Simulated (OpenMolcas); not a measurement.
# PBE/def2-TZVP (core potential) run of CsNa (NaCs)

What is the energy change on altering one bond length of CsNa (NaCs) at PBE/def2-TZVP (core potential)? 

The results are computed with OpenMolcas 26.06.

### Step 1. The system as given

CsNa has 2 atoms, charge 0, and is taken as a singlet. As SMILES, `[Na][Cs]`. The shape comes from GFN2-xTB, which is rough for such elements, and wasn't checked as a minimum.

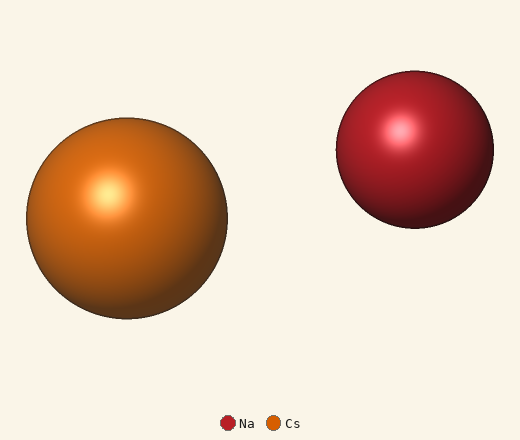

The structure, seen from a chosen angle (sodium red, caesium orange).

### Step 2. A single-point energy at PBE/def2-TZVP (core potential)

job.inp reads:

```
&gateway
  baslib=$CurrDir
  coord
  2
  bohr
  Na     0.00000000     0.00000000     0.00000000
  Cs     0.00000000     0.00000000     6.39921737
  basis=def2-TZVP
  group=NoSym

&seward

&scf
  ksdft=PBE
  prorbitals=0
```

The basis set def2-TZVP is read from a file made from the Basis Set Exchange's data (not shown).

Launch:

```
$ export MOLCAS_MEM=1860
$ pymolcas job.inp > job.log
```

Output:

```text
--- Start Module: gateway ---
[...]
--- Stop Module: gateway /rc=_RC_ALL_IS_WELL_ ---
--- Start Module: seward ---
[...]
      Basis functions           61
--- Stop Module: seward /rc=_RC_ALL_IS_WELL_ ---
--- Start Module: scf ---
[...]
       Convergence after  11 Iterations
[...]
::    Total KS-DFT energy                            -182.3276764913
[...]
      Total spin, S                                     0.0000000000
[...]
      Total electronic charge=   20.000000
      Total            charge=   -0.000000
[...]
      Dipole Moment (debye):
      Origin of the operator (angstrom)=    0.0000    0.0000    2.8869
                   X=  8.9164E-16               Y=  5.1409E-15               Z=  3.6544E+00           Total=  3.6544E+00
      Quadrupole Moment (debye*angstrom):
[...]
--- Stop Module: scf /rc=_RC_ALL_IS_WELL_ ---
[...]
```

Wall time 3.3 s (1 thread of Arm Neoverse V1, shared host); peak memory 0.4 GiB.

### Step 3. The distorted shape at the same level

job.input reads:

```
>>> EXPORT MOLCAS_PRINT=2
&GATEWAY
BasLib = $CurrDir
Coord
2
bohr
Na     0.00000000     0.00000000    -9.59882606
Cs     0.00000000     0.00000000     6.39921737
Basis = def2-TZVP
Group = NoSym
&SEWARD
&SCF
KSDFT = PBE
PrOrbitals = 0
```

The basis set def2-TZVP is read from a file made from the Basis Set Exchange's data (not shown).

Launch:

```
$ export MOLCAS_MEM=1860
$ pymolcas job.input > job.log
```

Output:

```text
--- Start Module: gateway ---
[...]
--- Stop Module: gateway /rc=_RC_ALL_IS_WELL_ ---
--- Start Module: seward ---
[...]
      Basis functions           61
--- Stop Module: seward /rc=_RC_ALL_IS_WELL_ ---
--- Start Module: scf ---
[...]
       Convergence after  38 Iterations
[...]
::    Total KS-DFT energy                            -182.2946781978
[...]
      Total spin, S                                     0.0000000000
[...]
      Total electronic charge=   20.000000
      Total            charge=   -0.000000
[...]
      Dipole Moment (debye):
      Origin of the operator (angstrom)=    0.0000    0.0000    2.1379
                   X=  8.0376E-16               Y= -2.3111E-15               Z= -7.4381E+00           Total=  7.4381E+00
      Quadrupole Moment (debye*angstrom):
[...]
--- Stop Module: scf /rc=_RC_ALL_IS_WELL_ ---
[...]
```

Wall time 6.6 s (1 thread of Arm Neoverse V1, shared host); peak memory 0.4 GiB.

### Step 4. Results

At PBE/def2-TZVP (core potential):

| quantity | value |
| --- | --- |
| first shape: total energy | -182.32768 Eh |
| first shape: dipole moment | 3.65 D |
| first shape: HOMO energy | -2.68 eV |
| first shape: LUMO energy | -1.51 eV |
| first shape: HOMO–LUMO gap | 1.17 eV |
| distorted shape: total energy | -182.29468 Eh |
| distorted shape: dipole moment | 7.44 D |
| distorted shape: HOMO energy | -2.38 eV |
| distorted shape: LUMO energy | -2.31 eV |
| distorted shape: HOMO–LUMO gap | 0.07 eV |
| energy change with the Na1–Cs2 bond stretched from 3.386 to 8.466 Å | 0.898 eV |

**Reading.** One bond (distorted shape) is far stretched, which a spin-restricted single reference describes badly; a broken-symmetry solution may lie lower. With the Na1–Cs2 bond stretched from 3.386 to 8.466 Å the energy rises by 0.90 eV (20.7 kcal/mol). The first shape isn't relaxed at this level, so the change isn't measured from a minimum. A restricted reference can't describe the breaking bond well at this length.
